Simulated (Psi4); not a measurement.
# C2H2F4 (norflurane) at PBE/cc-pVDZ

Aim: the vertical ionisation energy of C2H2F4 (norflurane) at PBE/cc-pVDZ, from 2 runs. 

Program for the calculation: Psi4 1.11.

18 further runs of the same task are left out: 16 that didn't finish, 2 set aside as unsound or not needed.

### Step 1. The system as given

C2H2F4: 8 atoms, total charge 0, spin state singlet. SMILES: `FCC(F)(F)F`. The shape is that of a PBE0-D4/def2-TZVP optimisation.

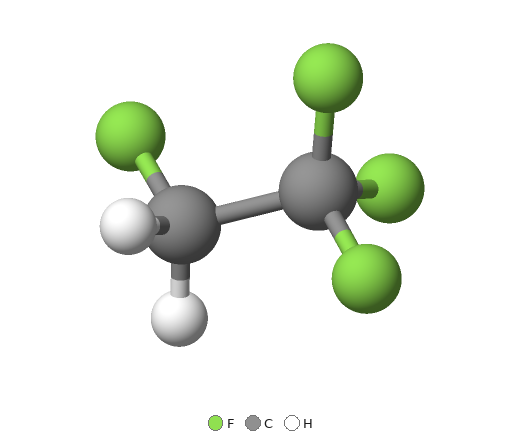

Viewed from a chosen angle; fluorine green, carbon grey, hydrogen white.

### Step 2. The energy at PBE/cc-pVDZ

calc.in

```
memory 1600 mb

molecule system {
  F     -0.224600    -1.506500     0.915200
  C     -0.211200    -0.737800    -0.211700
  C      0.211200     0.674300     0.135500
  F      1.434400     0.711300     0.662400
  F      0.217100     1.411800    -0.982100
  F     -0.624600     1.243600     1.002900
  H      0.502000    -1.148600    -0.930100
  H     -1.212300    -0.705100    -0.647900
  symmetry c1
}

set globals {
  basis cc-pVDZ
  puream true
  e_convergence 1e-09
  d_convergence 1e-08
  scf_type pk
  dft_radial_points 99
  dft_spherical_points 590
}

result, w = energy('pbe', return_wfn=True)
oeprop(w, 'MAYER_INDICES', 'QUADRUPOLE', 'LOWDIN_CHARGES', title='PBE')
print_variables()
```

Run with:

```bash
$ psi4 calc.in calc.out -n 1
```

calc.out:

```text
[...]
  Running in c1 symmetry.
[...]
  Nuclear repulsion =  273.039960987056929
[...]
  Multiplicity = 1
[...]
  Nalpha       = 25
  Nbeta        = 25
[...]
    Number of basis functions: 94
[...]
   @RKS iter   1:  -476.19931325914621   -5.67919e-02   5.98905e-03 DIIS/ADIIS
[...]
   @RKS iter  12:  -476.33220796357364    1.70530e-13   1.37381e-09 DIIS
[...]
    Orbital Energies [Eh]
    ---------------------
    Doubly Occupied:
       1A    -24.306205     2A    -24.303768     3A    -24.303733
       4A    -24.275648     5A    -10.125494     6A     -9.991278
       7A     -1.217576     8A     -1.129217     9A     -1.127085
      10A     -1.116044    11A     -0.710348    12A     -0.605836
      13A     -0.536199    14A     -0.535711    15A     -0.511887
      16A     -0.456407    17A     -0.450381    18A     -0.400852
      19A     -0.400706    20A     -0.374826    21A     -0.361680
      22A     -0.359558    23A     -0.341284    24A     -0.305205
      25A     -0.297566
[...]
  @RKS Final Energy:  -476.33220796357364
   => Energetics <=
    Nuclear Repulsion Energy =            273.0399609870569293
    One-Electron Energy =               -1203.8276199251956768
    Two-Electron Energy =                 507.4984229771820310
    DFT Exchange-Correlation Energy =     -53.0429720026169491
    Empirical Dispersion Energy =           0.0000000000000000
    VV10 Nonlocal Energy =                  0.0000000000000000
    Total Energy =                       -476.3322079635736372
[...]
 Multipole Moments:
 ------------------------------------------------------------------------------------
     Multipole            Electronic (a.u.)      Nuclear  (a.u.)        Total (a.u.)
 ------------------------------------------------------------------------------------
 L = 1.  Multiply by 2.5417464519 to convert [e a0] to [Debye]
 Dipole X            :          0.9895775           -1.1523862           -0.1628087
 Dipole Y            :          2.6117579           -2.8838426           -0.2720847
 Dipole Z            :          1.9077767           -2.4686435           -0.5608668
 Magnitude           :                                                    0.6442890
 L = 2.  Multiply by 1.3450342976 to convert [e a0^2] to [Debye ang]
 Quadrupole XX       :       -109.8461234           86.8608909          -22.9852326
 Quadrupole XY       :        -29.2874775           29.2572382           -0.0302394
[...]
```

Run time: 19 s. Hardware: 1 thread of Intel Xeon Platinum 8488C (Sapphire Rapids), shared host; peak memory 0.88 GiB.

### Step 3. The doublet cation: energy and gradient at UPBE/cc-pVDZ

input.inp

```
memory 1600 MB

molecule {
  1 2
  F     -0.42443249    -2.84687241     1.72947735
  C     -0.39911016    -1.39423993    -0.40005502
  C      0.39911016     1.27424233     0.25605789
  F      2.71062315     1.34416219     1.25175458
  F      0.41025954     2.66791534    -1.85590003
  F     -1.18032294     2.35006341     1.89520633
  H      0.94864251    -2.17053943    -1.75763427
  H     -2.29091498    -1.33244589    -1.22435356
  units bohr
  symmetry c1
  no_reorient
  no_com
}

set {
  basis                cc-pVDZ
  reference            uks
  puream               true
  e_convergence        1e-09
  d_convergence        1e-08
  scf_type             pk
  dft_radial_points    99
  dft_spherical_points 590
  maxiter              200
}

energy_value, wavefunction = gradient('pbe', return_wfn=True)
oeprop(wavefunction, 'WIBERG_LOWDIN_INDICES', 'DIPOLE', 'LOWDIN_CHARGES')
print_variables()
```

Run with:

```bash
$ psi4 -i input.inp -o input.out -n 1
```

input.out, shortened:

```text
[...]
  Running in c1 symmetry.
[...]
  Nuclear repulsion =  273.039961114004711
[...]
  Multiplicity = 2
[...]
  Nalpha       = 25
  Nbeta        = 24
[...]
    Number of basis functions: 94
[...]
   @UKS iter   1:  -475.79316779543859    3.49354e-01   5.13131e-03 DIIS/ADIIS
[...]
   @UKS iter  15:  -475.89159269305293   -1.93268e-12   5.52845e-09 DIIS
[...]
   @S^2 Observed:                7.508503902E-01
[...]
  @UKS Final Energy:  -475.89159269305293
   => Energetics <=
    Nuclear Repulsion Energy =            273.0399611140047114
    One-Electron Energy =               -1189.5982785427102044
    Two-Electron Energy =                 493.2287028841162169
    DFT Exchange-Correlation Energy =     -52.5619781484636164
    Empirical Dispersion Energy =           0.0000000000000000
    VV10 Nonlocal Energy =                  0.0000000000000000
    Total Energy =                       -475.8915926930529281
[...]
  -Total Gradient:
     Atom            X                  Y                   Z
    ------   -----------------  -----------------  -----------------
       1       -0.000981500498    -0.009679129954     0.009269626155
       2        0.018842773146     0.074176006776    -0.001950348967
       3       -0.030622197638    -0.105181532276    -0.020741953277
       4       -0.003834962396     0.019239549929     0.000894405104
       5        0.005772320041     0.016266037431     0.009478721586
       6        0.012547957086     0.014992206707    -0.001816450631
       7       -0.018694522192    -0.000296971284     0.005373209455
       8        0.016967333753    -0.009532144928    -0.000501352530
[...]
 Multipole Moments:
 ------------------------------------------------------------------------------------
     Multipole            Electronic (a.u.)      Nuclear  (a.u.)        Total (a.u.)
 ------------------------------------------------------------------------------------
 L = 1.  Multiply by 2.5417464519 to convert [e a0] to [Debye]
 Dipole X            :        -12.4405139           12.3028729           -0.1376411
 Dipole Y            :        -27.8453979           27.4144459           -0.4309520
 Dipole Z            :        -23.6637324           23.3388735           -0.3248590
 Magnitude           :                                                    0.5569543
[...]
```

Wall time 44 s (1 thread of Intel Xeon Platinum 8488C (Sapphire Rapids), shared host); peak memory 0.91 GiB.

### Step 4. Results

Level: PBE/cc-pVDZ.

| quantity | value |
| --- | --- |
| singlet C2H2F4: total energy | -476.33221 Eh |
| singlet C2H2F4: dipole moment | 1.64 D |
| singlet C2H2F4: HOMO energy | -8.10 eV |
| singlet C2H2F4: LUMO energy | 0.91 eV |
| singlet C2H2F4: HOMO–LUMO gap | 9.00 eV |
| doublet cation: total energy | -475.89159 Eh |
| doublet cation: HOMO energy (highest over α and β) | -16.13 eV |
| doublet cation: LUMO energy (lowest over α and β) | -15.82 eV |
| doublet cation: ⟨S²⟩ | 0.751 |
| doublet cation: largest force on an atom | 5.733 eV/Å |
| vertical ionisation energy (to the doublet cation) | 11.990 eV |

Removing an electron at fixed nuclei costs 11.99 eV (276 kcal/mol). The negative HOMO energy of the first species, 8.10 eV, lies 3.89 eV below that difference.
